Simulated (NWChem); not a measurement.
## Energy and gradient calculation of InHCl$_{2}$

System: InHCl$_{2}$.
Method: HF/STO-3G, RHF (NWChem 7.3.0).

The geometry comes from this level: GFN2-xTB.

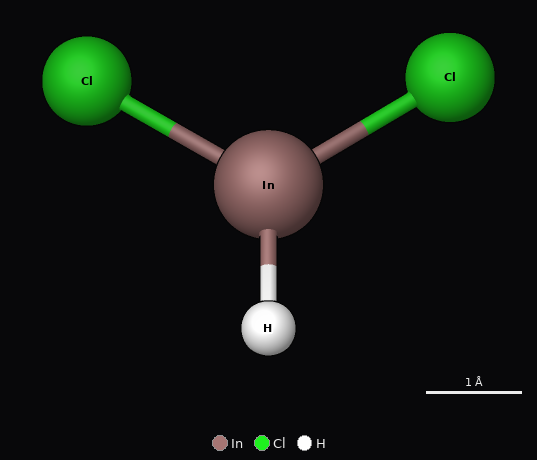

Figure 1. The input geometry (ball-and-stick view, seen at a tilt). Sticks mark near contacts. Bond lengths as drawn: Cl–In 2.29 Å and H–In 1.71 Å.

## Summary

| quantity | value |
| --- | --- |
| outcome | converged |
| total energy | −6592.795277 hartree |
| basis functions | 46 |
| largest force | 1.691 eV/Å |
| HOMO | −9.62 eV |
| LUMO | 4.55 eV |
| dipole moment | 3.28 D |
| hardware | 1 thread of AMD EPYC (Zen 5), 16 GiB of memory available, shared host |
| wall time | 4.5 s |
| peak memory | 0.1 GiB |

## Input
```
start run
memory 2200 mb
charge 0
geometry units angstroms noautosym nocenter noautoz
   In      -0.101990      -0.171200       0.000100
   Cl       2.182270      -0.073550       0.013530
   Cl      -1.103820       1.883910      -0.015020
   H       -0.976460      -1.639160       0.001390
end
basis spherical bse
   * library STO-3G
end
scf
   thresh 1e-08
   maxiter 80
   print medium
end
task scf gradient
```

Command:
```bash
nwchem run.nw > run.out
```

## What the program printed
```
Northwest Computational Chemistry Package (NWChem) 7.3.0
             --------------------------------------------------------

           Job information
           ---------------

    nwchem branch   = 7.3.0
    use scalapack   = T
    input           = run.nw
    prefix          = run.
    data base       = ./run.db
    status          = startup
    nproc           =        1

           Memory information
           ------------------

    heap     =     72089596 doubles =      550.0 Mbytes
    stack    =     72089601 doubles =      550.0 Mbytes
    global   =    144179200 doubles =     1100.0 Mbytes (distinct from heap & stack)
    total    =    288358397 doubles =     2200.0 Mbytes
    verify   = yes
    hardfail = no

           Directory information
           ---------------------

  0 permanent = .
  0 scratch   = .

                                NWChem Input Module
                                -------------------

 Scaling coordinates for geometry "geometry" by  1.889725989
 (inverse scale =  0.529177249)

                             Geometry "geometry" -> ""
                             -------------------------

 Output coordinates in angstroms (scale by  1.889725989 to convert to a.u.)

  No.       Tag          Charge          X              Y              Z
 ---- ---------------- ---------- -------------- -------------- --------------
    1 In                  49.0000    -0.10199000    -0.17120000     0.00010000
    2 Cl                  17.0000     2.18227000    -0.07355000     0.01353000
    3 Cl                  17.0000    -1.10382000     1.88391000    -0.01502000
    4 H                    1.0000    -0.97646000    -1.63916000     0.00139000

      Atomic Mass
      -----------

      In               114.904100
      Cl                34.968850
      H                  1.007825

 Effective nuclear repulsion energy (a.u.)     445.8550016757

            Nuclear Dipole moment (a.u.)
            ----------------------------
        X                 Y               Z
 ---------------- ---------------- ----------------
    23.3564085065    39.2083371672    -0.0359803828

            XYZ format geometry
            -------------------
     4
 geometry
 In                   -0.10199000    -0.17120000     0.00010000
 Cl                    2.18227000    -0.07355000     0.01353000
 Cl                   -1.10382000     1.88391000    -0.01502000
 H                    -0.97646000    -1.63916000     0.00139000

 ==============================================================================
                                internuclear distances
 ------------------------------------------------------------------------------
       center one      |      center two      | atomic units |  angstroms
 ------------------------------------------------------------------------------
    2 Cl               |   1 In               |     4.32064  |     2.28639
    3 Cl               |   1 In               |     4.32056  |     2.28634
    4 H                |   1 In               |     3.22895  |     1.70869
 ------------------------------------------------------------------------------
                         number of included internuclear distances:          3
 ==============================================================================

 ==============================================================================
                                 internuclear angles
 ------------------------------------------------------------------------------
        center 1       |       center 2       |       center 3       |  degrees
 ------------------------------------------------------------------------------
    2 Cl               |   1 In               |   3 Cl               |   113.54
    2 Cl               |   1 In               |   4 H                |   123.23
    3 Cl               |   1 In               |   4 H                |   123.23
 ------------------------------------------------------------------------------
                            number of included internuclear angles:          3
 ==============================================================================

 Summary of "ao basis" -> "" (spherical)
 ------------------------------------------------------------------------------
       Tag                 Description            Shells   Functions and Types
 ---------------- ------------------------------  ------  ---------------------
 *                           STO-3G                   on all atoms

                      Basis "ao basis" -> "ao basis" (spherical)
                      -----
  [basis functions not shown]

 Summary of "ao basis" -> "ao basis" (spherical)
 ------------------------------------------------------------------------------
       Tag                 Description            Shells   Functions and Types
 ---------------- ------------------------------  ------  ---------------------
 In                          STO-3G                 11       27   5s4p2d
 Cl                          STO-3G                  5        9   3s2p
 H                           STO-3G                  1        1   1s

                                 NWChem SCF Module
                                 -----------------

  ao basis        = "ao basis"
  functions       =    46
  atoms           =     4
  closed shells   =    42
  open shells     =     0
  charge          =   0.00
  wavefunction    = RHF
  input vectors   = atomic
  output vectors  = ./run.movecs
  use symmetry    = F
  symmetry adapt  = F

 Summary of "ao basis" -> "ao basis" (spherical)
 ------------------------------------------------------------------------------
       Tag                 Description            Shells   Functions and Types
 ---------------- ------------------------------  ------  ---------------------
 In                          STO-3G                 11       27   5s4p2d
 Cl                          STO-3G                  5        9   3s2p
 H                           STO-3G                  1        1   1s

 Forming initial guess at       0.0s

      Superposition of Atomic Density Guess
      -------------------------------------

 Sum of atomic energies:       -6592.35348812

      Non-variational initial energy
      ------------------------------

 Total energy =   -6592.322911
 1-e energy   =  -10027.893572
 2-e energy   =    2989.715659
 HOMO         =      -0.247760
 LUMO         =       0.196818

 Starting SCF solution at       0.2s

 ----------------------------------------------
         Quadratically convergent ROHF

 Convergence threshold     :          1.000E-08
 Maximum no. of iterations :           80
 Final Fock-matrix accuracy:          1.000E-10
 ----------------------------------------------

              iter       energy          gnorm     gmax       time
             ----- ------------------- --------- --------- --------
                 1    -6592.7452360489  5.12D-01  1.74D-01      0.4
                 2    -6592.7940555273  7.55D-02  3.14D-02      0.5
                 3    -6592.7952760694  1.75D-03  7.67D-04      1.0
                 4    -6592.7952766699  1.29D-06  5.40D-07      1.9
                 5    -6592.7952766698  9.40D-10  4.12D-10      2.7

       Final RHF  results
       ------------------

         Total SCF energy =  -6592.795276669844
      One-electron energy = -10019.223212605266
      Two-electron energy =   2980.572934259715
 Nuclear repulsion energy =    445.855001675706

        Time for solution =      2.5s

             Final eigenvalues
             -----------------

              1
    1 -986.9704
    2 -146.1058
    3 -138.1180
    4 -138.1164
    5 -138.1161
    6 -103.6065
    7 -103.6065
    8  -27.7930
    9  -24.8128
   10  -24.8084
   11  -24.8074
   12  -16.6786
   13  -16.6786
   14  -16.6775
   15  -16.6731
   16  -16.6730
   17  -10.3019
   18  -10.3017
   19   -7.7448
   20   -7.7446
   21   -7.7409
   22   -7.7408
   23   -7.7405
   24   -7.7405
   25   -4.3337
   26   -3.1531
   27   -3.1463
   28   -3.1416
   29   -0.9783
   30   -0.9713
   31   -0.6510
   32   -0.6488
   33   -0.6459
   34   -0.6442
   35   -0.6383
   36   -0.4821
   37   -0.4220
   38   -0.4040
   39   -0.3905
   40   -0.3713
   41   -0.3647
   42   -0.3537
   43    0.1672
   44    0.2475
   45    0.3771
   46    0.5191

                       ROHF Final Molecular Orbital Analysis
                       -------------------------------------

 Vector   29  Occ=2.000000D+00  E=-9.782886D-01
              MO Center=  4.8D-01,  8.1D-01, -6.9D-04, r^2= 4.0D+00
   Bfn.  Coefficient  Atom+Function         Bfn.  Coefficient  Atom+Function
  ----- ------------  ---------------      ----- ------------  ---------------
    33      0.686075  2 Cl s                 42      0.686974  3 Cl s
    29     -0.198700  2 Cl s                 38     -0.198958  3 Cl s

 Vector   30  Occ=2.000000D+00  E=-9.712686D-01
              MO Center=  4.8D-01,  8.1D-01, -6.5D-04, r^2= 4.1D+00
   Bfn.  Coefficient  Atom+Function         Bfn.  Coefficient  Atom+Function
  ----- ------------  ---------------      ----- ------------  ---------------
    33      0.703093  2 Cl s                 42     -0.702212  3 Cl s
    29     -0.201481  2 Cl s                 38      0.201226  3 Cl s

 Vector   31  Occ=2.000000D+00  E=-6.510294D-01
              MO Center= -1.5D-01, -2.6D-01,  1.8D-04, r^2= 5.3D-01
   Bfn.  Coefficient  Atom+Function         Bfn.  Coefficient  Atom+Function
  ----- ------------  ---------------      ----- ------------  ---------------
    23      0.762186  1 In d -2              25     -0.498250  1 In d  0
    27     -0.412727  1 In d  2              18     -0.277452  1 In d -2
    46      0.258340  4 H  s                 20      0.181399  1 In d  0
    22      0.150241  1 In d  2

 Vector   32  Occ=2.000000D+00  E=-6.487953D-01
              MO Center= -9.7D-02, -1.6D-01,  9.3D-05, r^2= 3.5D-01
   Bfn.  Coefficient  Atom+Function         Bfn.  Coefficient  Atom+Function
  ----- ------------  ---------------      ----- ------------  ---------------
    26      0.893661  1 In d  1              24      0.532428  1 In d -1
    21     -0.324941  1 In d  1              19     -0.193594  1 In d -1

 Vector   33  Occ=2.000000D+00  E=-6.459152D-01
              MO Center= -7.0D-02, -1.2D-01,  5.8D-05, r^2= 6.0D-01
   Bfn.  Coefficient  Atom+Function         Bfn.  Coefficient  Atom+Function
  ----- ------------  ---------------      ----- ------------  ---------------
    25      0.888548  1 In d  0              23      0.443023  1 In d -2
    20     -0.323208  1 In d  0              27     -0.239888  1 In d  2
    18     -0.161127  1 In d -2

 Vector   34  Occ=2.000000D+00  E=-6.441744D-01
              MO Center= -1.0D-01, -1.7D-01,  9.8D-05, r^2= 3.2D-01
   Bfn.  Coefficient  Atom+Function         Bfn.  Coefficient  Atom+Function
  ----- ------------  ---------------      ----- ------------  ---------------
    24      0.895930  1 In d -1              26     -0.533800  1 In d  1
    19     -0.325728  1 In d -1              21      0.194070  1 In d  1

 Vector   35  Occ=2.000000D+00  E=-6.383012D-01
              MO Center= -5.7D-02, -9.5D-02,  4.2D-05, r^2= 8.5D-01
   Bfn.  Coefficient  Atom+Function         Bfn.  Coefficient  Atom+Function
  ----- ------------  ---------------      ----- ------------  ---------------
    27      0.882816  1 In d  2              23      0.478040  1 In d -2
    22     -0.321115  1 In d  2              18     -0.173882  1 In d -2
    34     -0.153613  2 Cl px

 Vector   36  Occ=2.000000D+00  E=-4.821116D-01
              MO Center= -4.7D-02, -7.9D-02,  6.5D-05, r^2= 4.4D+00
   Bfn.  Coefficient  Atom+Function         Bfn.  Coefficient  Atom+Function
  ----- ------------  ---------------      ----- ------------  ---------------
    14      0.571887  1 In s                 34     -0.363768  2 Cl px
    44     -0.346905  3 Cl py                46      0.329061  4 H  s
    33     -0.217096  2 Cl s                 42     -0.217113  3 Cl s
    10     -0.212073  1 In s                 25      0.151956  1 In d  0

 Vector   37  Occ=2.000000D+00  E=-4.220339D-01
              MO Center=  1.1D-01,  1.9D-01, -1.6D-04, r^2= 4.8D+00
   Bfn.  Coefficient  Atom+Function         Bfn.  Coefficient  Atom+Function
  ----- ------------  ---------------      ----- ------------  ---------------
    43      0.516920  3 Cl px                35      0.411924  2 Cl py
    46     -0.327853  4 H  s                 34     -0.324711  2 Cl px
    16      0.319756  1 In py                15      0.190485  1 In px
    12     -0.150086  1 In py

 Vector   38  Occ=2.000000D+00  E=-4.040210D-01
              MO Center=  4.9D-01,  8.2D-01, -6.8D-04, r^2= 4.6D+00
   Bfn.  Coefficient  Atom+Function         Bfn.  Coefficient  Atom+Function
  ----- ------------  ---------------      ----- ------------  ---------------
    44      0.607031  3 Cl py                34     -0.481923  2 Cl px
    35     -0.384805  2 Cl py                15      0.269270  1 In px
    40     -0.170310  3 Cl py                16     -0.160426  1 In py
    33     -0.157037  2 Cl s                 42      0.157039  3 Cl s

 Vector   39  Occ=2.000000D+00  E=-3.905071D-01
              MO Center=  5.0D-01,  8.4D-01, -7.0D-04, r^2= 4.5D+00
   Bfn.  Coefficient  Atom+Function         Bfn.  Coefficient  Atom+Function
  ----- ------------  ---------------      ----- ------------  ---------------
    36      0.689540  2 Cl pz                45      0.689766  3 Cl pz
    17      0.200023  1 In pz                32     -0.187406  2 Cl pz
    41     -0.187467  3 Cl pz

 Vector   40  Occ=2.000000D+00  E=-3.712984D-01
              MO Center=  5.3D-01,  9.0D-01, -7.3D-04, r^2= 4.6D+00
   Bfn.  Coefficient  Atom+Function         Bfn.  Coefficient  Atom+Function
  ----- ------------  ---------------      ----- ------------  ---------------
    36      0.724225  2 Cl pz                45     -0.724005  3 Cl pz
    32     -0.195698  2 Cl pz                41      0.195638  3 Cl pz

 Vector   41  Occ=2.000000D+00  E=-3.647150D-01
              MO Center=  5.1D-01,  8.5D-01, -7.0D-04, r^2= 4.7D+00
   Bfn.  Coefficient  Atom+Function         Bfn.  Coefficient  Atom+Function
  ----- ------------  ---------------      ----- ------------  ---------------
    43      0.708700  3 Cl px                35     -0.607071  2 Cl py
    34      0.367233  2 Cl px                39     -0.192214  3 Cl px
    31      0.163556  2 Cl py

 Vector   42  Occ=2.000000D+00  E=-3.536972D-01
              MO Center=  2.1D-01,  3.6D-01, -2.9D-04, r^2= 4.9D+00
   Bfn.  Coefficient  Atom+Function         Bfn.  Coefficient  Atom+Function
  ----- ------------  ---------------      ----- ------------  ---------------
    35      0.579689  2 Cl py                44      0.488397  3 Cl py
    43      0.394631  3 Cl px                46      0.355280  4 H  s
    34      0.241545  2 Cl px                23     -0.203753  1 In d -2
    16     -0.159938  1 In py                31     -0.155786  2 Cl py

 Vector   43  Occ=0.000000D+00  E= 1.671779D-01
              MO Center= -7.1D-02, -1.2D-01, -1.4D-04, r^2= 2.6D+00
   Bfn.  Coefficient  Atom+Function         Bfn.  Coefficient  Atom+Function
  ----- ------------  ---------------      ----- ------------  ---------------
    17      1.040348  1 In pz                13     -0.340082  1 In pz
    36     -0.253620  2 Cl pz                45     -0.253633  3 Cl pz

 Vector   44  Occ=0.000000D+00  E= 2.475371D-01
              MO Center=  6.2D-02,  1.0D-01,  8.8D-05, r^2= 3.2D+00
   Bfn.  Coefficient  Atom+Function         Bfn.  Coefficient  Atom+Function
  ----- ------------  ---------------      ----- ------------  ---------------
    14      1.113132  1 In s                 34      0.539705  2 Cl px
    46     -0.503961  4 H  s                 44      0.461078  3 Cl py
    33     -0.311782  2 Cl s                 42     -0.311771  3 Cl s
    43     -0.281867  3 Cl px                16      0.248142  1 In py
    10     -0.208702  1 In s                 25     -0.156475  1 In d  0

 Vector   45  Occ=0.000000D+00  E= 3.771437D-01
              MO Center= -9.2D-02, -1.5D-01,  8.6D-05, r^2= 2.9D+00
   Bfn.  Coefficient  Atom+Function         Bfn.  Coefficient  Atom+Function
  ----- ------------  ---------------      ----- ------------  ---------------
    15      1.046619  1 In px                16     -0.623479  1 In py
    44     -0.502974  3 Cl py                34      0.495479  2 Cl px
    33     -0.348278  2 Cl s                 42      0.348327  3 Cl s
    11     -0.284530  1 In px                12      0.169495  1 In py

 Vector   46  Occ=0.000000D+00  E= 5.190597D-01
              MO Center= -3.0D-01, -5.1D-01,  3.9D-04, r^2= 2.7D+00
   Bfn.  Coefficient  Atom+Function         Bfn.  Coefficient  Atom+Function
  ----- ------------  ---------------      ----- ------------  ---------------
    16      1.060186  1 In py                46      0.970313  4 H  s
    15      0.631544  1 In px                12     -0.255058  1 In py
    43     -0.253108  3 Cl px                34      0.240481  2 Cl px
    14     -0.227682  1 In s                 33     -0.179337  2 Cl s
    42     -0.179347  3 Cl s                 35     -0.157599  2 Cl py

 center of mass
 --------------
 x =   0.25429232 y =   0.42688105 z =  -0.00039871

 moments of inertia (a.u.)
 ------------------
         431.755725419187         286.972036619602          -5.767243046174
         286.972036619602         742.581503879958           3.641393524935
          -5.767243046174           3.641393524935        1174.235202287779

  Mulliken analysis of the total density
  --------------------------------------

    Atom       Charge   Shell Charges
 -----------   ------   -------------------------------------------------------
    1 In  49    47.93   2.00  2.00  6.00  2.00  5.99  2.01  5.98  0.88  1.16 10.00  9.91
    2 Cl  17    17.46   2.00  2.00  5.99  1.99  5.48
    3 Cl  17    17.46   2.00  2.00  5.99  1.99  5.48
    4 H    1     1.15   1.15

       Multipole analysis of the density wrt the origin
       ------------------------------------------------

     L   x y z        total         open         nuclear
     -   - - -        -----         ----         -------
     0   0 0 0     -0.000000      0.000000     84.000000

     1   1 0 0     -0.660873      0.000000     23.356409
     1   0 1 0     -1.109340      0.000000     39.208337
     1   0 0 1      0.000769      0.000000     -0.035980

     2   2 0 0    -42.867181      0.000000    368.303240
     2   1 1 0      2.560352      0.000000   -127.215279
     2   1 0 1     -0.086258      0.000000      2.792345
     2   0 2 0    -40.093795      0.000000    230.512053
     2   0 1 1      0.058154      0.000000     -1.789361
     2   0 0 2    -30.477587      0.000000      0.024818

                              NWChem Gradients Module
                              -----------------------

  wavefunction    =   RHF

                         RHF ENERGY GRADIENTS

    atom               coordinates                        gradient
                 x          y          z           x          y          z
   1 In     -0.192733  -0.323521   0.000189    0.013894   0.023342  -0.000025
   2 Cl      4.123892  -0.138989   0.025568    0.006100  -0.000296   0.000039
   3 Cl     -2.085917   3.560074  -0.028384   -0.003160   0.005212  -0.000041
   4 H      -1.845242  -3.097563   0.002627   -0.016834  -0.028258   0.000027

                 ----------------------------------------
                 |  Time  |  1-e(secs)   |  2-e(secs)   |
                 ----------------------------------------
                 |  CPU   |       0.00   |       1.00   |
                 ----------------------------------------
                 |  WALL  |       0.00   |       1.00   |
                 ----------------------------------------

 Task  times  cpu:        3.7s     wall:        3.7s
 Total times  cpu:        3.7s     wall:        3.7s
```

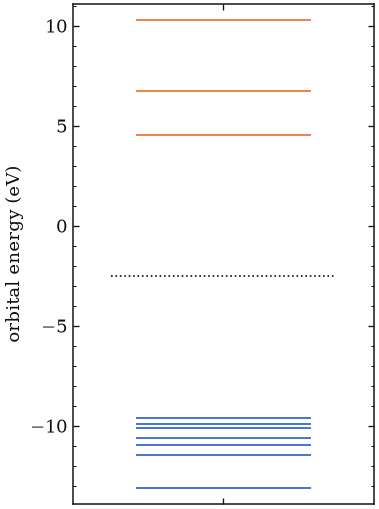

Figure 2. Orbital energies near the frontier; the dotted line parts filled from empty levels, and levels within 0.02 eV of each other stand side by side. Highest filled −9.62 eV, lowest empty 4.55 eV, 14.17 eV apart.
